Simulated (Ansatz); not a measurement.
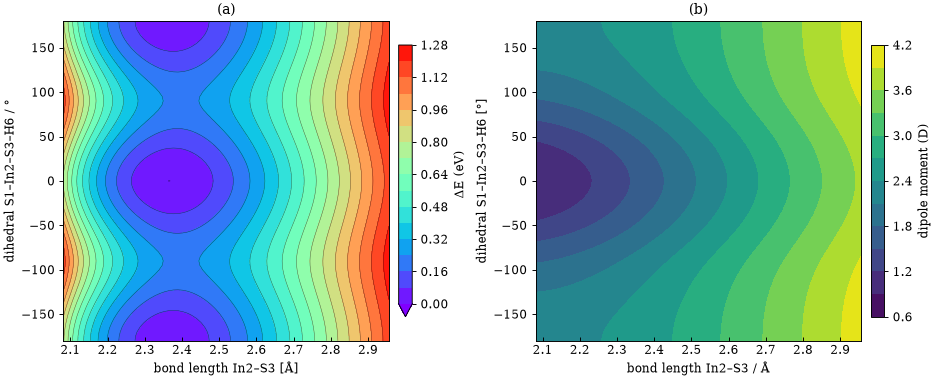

H3InS2, SMILES [SH][InH][SH]. 
- First axis: bond length In2–S3. Second axis: dihedral S1–In2–S3–H6.
- Nothing is relaxed (all other coordinates rigid).
- The scan uses a 7 × 8 grid; 37 points were computed and 19 follow by symmetry.
- All energies are given in eV relative to the lowest grid point.
- The calculation used RHF-MP2, frozen core/def2-TZVP in Ansatz.

Panel (a) is the energy and panel (b) the computed dipole moment on the same grid.

Drawn: filled contours. Between grid points the surface is interpolated.

How does the dipole moment vary over the map, and what is it at the lowest grid point?

Answer. Leaving out the highest fifth of the energies, it runs from 0.89 D at bond length In2–S3 = 2.081 Å, dihedral S1–In2–S3–H6 = 0° to 3.63 D at bond length In2–S3 = 2.810 Å, dihedral S1–In2–S3–H6 = −180°. At the lowest grid point, bond length In2–S3 = 2.373 Å, dihedral S1–In2–S3–H6 = 0°, it is 1.62 D.
